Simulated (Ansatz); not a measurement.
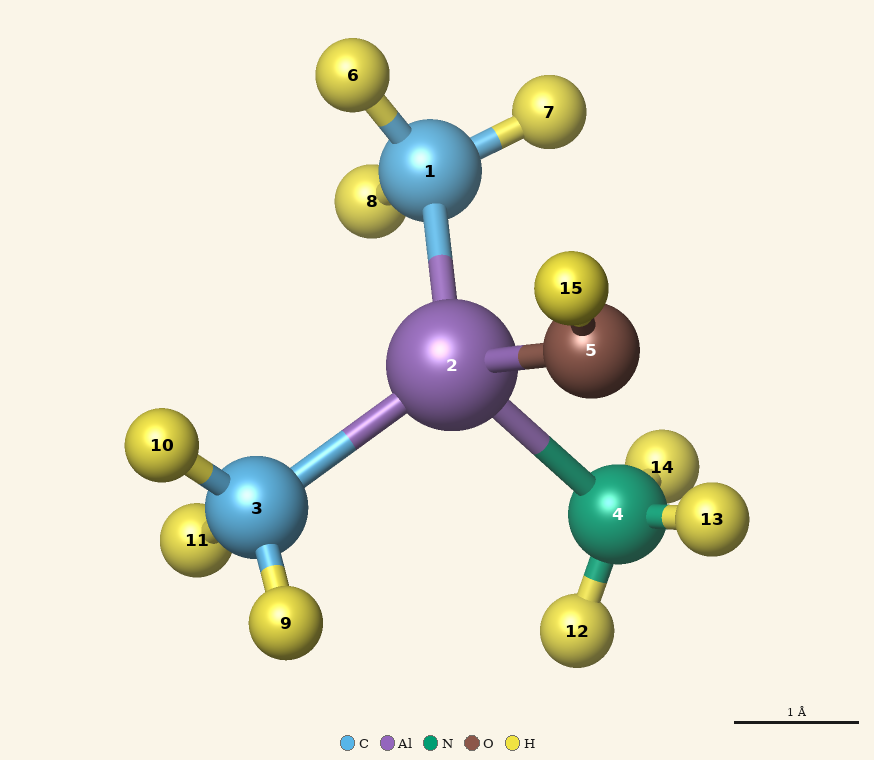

Orthographic view with a scale bar. Computed geometry: PBE0-D4/def2-TZVP optimisation.

Give an XYZ file in the frame of the picture: x to the right, y up, z towards the viewer, origin at the mean of the atomic positions.

```xyz
15
C2H10AlNO
C   -0.18   1.75  -0.84
Al   0.00   0.18   0.34
C   -1.58  -0.97   0.59
N    1.34  -1.03  -0.64
O    1.12   0.30   1.67
H   -0.81   2.52  -0.38
H    0.78   2.23  -1.06
H   -0.65   1.50  -1.80
H   -1.35  -1.91   1.12
H   -2.35  -0.47   1.19
H   -2.07  -1.24  -0.35
H    1.01  -1.97  -0.82
H    2.10  -1.07   0.03
H    1.69  -0.64  -1.51
H    0.96   0.80   2.46
```
